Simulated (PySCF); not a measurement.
# MP2/6-311G(d,p) run of Si2H5ClO2 (SMILES O[SiH2]O[SiH2]Cl)

What is the vertical ionisation energy of Si2H5ClO2 at MP2/6-311G**? 

The results are computed with PySCF 2.14.0.

## Step 1: The molecule

Si2H5ClO2 has 10 atoms, charge 0, and is taken as a singlet. SMILES: `O[SiH2]O[SiH2]Cl`. The coordinates come from a PBE0-D4/def2-TZVP relaxation. This is one conformer, not always the lowest.

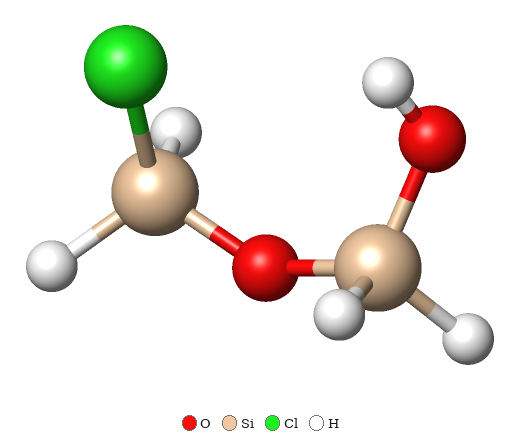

The structure, seen from a chosen angle (oxygen red, silicon light orange, chlorine green, hydrogen white).

## Step 2: A single-point energy at MP2/6-311G(d,p)

File input.py:

```python
from pyscf import gto, mp

mol = gto.M(
    atom=[
    ('O', (1.148000, 1.696900, 0.313600)),
    ('Si', (1.400600, 0.081600, 0.317900)),
    ('O', (0.177300, -0.730000, -0.420900)),
    ('Si', (-1.427200, -0.715900, -0.631800)),
    ('Cl', (-2.294600, 0.520800, 0.774500)),
    ('H', (0.435900, 2.042100, 0.855400)),
    ('H', (2.628600, -0.149000, -0.466000)),
    ('H', (1.504300, -0.440800, 1.702400)),
    ('H', (-1.970900, -2.072500, -0.421600)),
    ('H', (-1.777000, -0.172600, -1.960100)),
],
    spin=0,
    basis='6-311g**',
    max_memory=1860,
    verbose=3,
)

mf = mol.RHF()
mf.conv_tol = 1e-10
mf.kernel()
if not mf.converged:
    mf = mf.newton().run(mf.mo_coeff, mf.mo_occ)

pt = mp.MP2(mf, frozen=17).run()
e_final = pt.e_tot
print('E(%s) = %.9f' % ('MP2', e_final))
```

The run is started by

```bash
$ OMP_NUM_THREADS=1 python input.py
```

Log:

```text
converged SCF energy = -1190.26084741025
E(RMP2) = -1190.9866388524  E_corr = -0.725791442150221
E(SCS-RMP2) = -1190.9788519492  E_corr = -0.718004538944845
E(MP2) = -1190.986638852
```

Run time: 8.7 s. Hardware: 1 thread of Arm Neoverse V1, shared host; peak memory 0.69 GiB.

## Step 3: The doublet cation

File run.py:

```python
from pyscf import gto, mp

mol = gto.M(
    atom=[
    ('O', (1.148000, 1.696900, 0.313600)),
    ('Si', (1.400600, 0.081600, 0.317900)),
    ('O', (0.177300, -0.730000, -0.420900)),
    ('Si', (-1.427200, -0.715900, -0.631800)),
    ('Cl', (-2.294600, 0.520800, 0.774500)),
    ('H', (0.435900, 2.042100, 0.855400)),
    ('H', (2.628600, -0.149000, -0.466000)),
    ('H', (1.504300, -0.440800, 1.702400)),
    ('H', (-1.970900, -2.072500, -0.421600)),
    ('H', (-1.777000, -0.172600, -1.960100)),
],
    verbose=3,
    basis='6-311g**',
    charge=1,
    spin=1,
    max_memory=1860,
)

mf = mol.UHF()
mf.conv_tol = 1e-10
mf.kernel()
if not mf.converged:
    mf = mf.newton().run(mf.mo_coeff, mf.mo_occ)

pt = mp.MP2(mf, frozen=17).run()
e_final = pt.e_tot
print('Final energy', e_final)
```

The run is started by

```bash
$ OMP_NUM_THREADS=1 python run.py
```

Log:

```text
converged SCF energy = -1189.83339343924  <S^2> = 0.79246551  2S+1 = 2.042024
E(UMP2) = -1190.56931511679  E_corr = -0.735921677547173
E(SCS-UMP2) = -1190.5558069953  E_corr = -0.722413556065206
Final energy -1190.5693151167852
```

Run time: 52 s. Hardware: 1 thread of Arm Neoverse V1, shared host; peak memory 0.98 GiB.

## Step 4: Results

At MP2/6-311G**, 17 core orbitals frozen:

```
                                                                  quantity           value
                                           singlet Si2H5ClO2: total energy  -1190.98664 Eh
                   singlet Si2H5ClO2: dipole moment (Hartree–Fock density)          0.96 D
                    singlet Si2H5ClO2: HOMO energy (Hartree–Fock orbitals)       -12.31 eV
                    singlet Si2H5ClO2: LUMO energy (Hartree–Fock orbitals)         3.39 eV
                  singlet Si2H5ClO2: HOMO–LUMO gap (Hartree–Fock orbitals)        15.70 eV
           singlet Si2H5ClO2: correlation energy (17 core orbitals frozen)      -725.8 mEh
                                              doublet cation: total energy  -1190.56932 Eh
doublet cation: HOMO energy (Hartree–Fock orbitals) (highest over α and β)       -16.35 eV
 doublet cation: LUMO energy (Hartree–Fock orbitals) (lowest over α and β)       -10.83 eV
              doublet cation: correlation energy (17 core orbitals frozen)      -735.9 mEh
                         doublet cation: ⟨S²⟩ of the reference determinant           0.792
                        vertical ionisation energy (to the doublet cation)       11.356 eV
```

**Reading.** Removing an electron at fixed nuclei costs 11.36 eV (1096 kJ/mol).
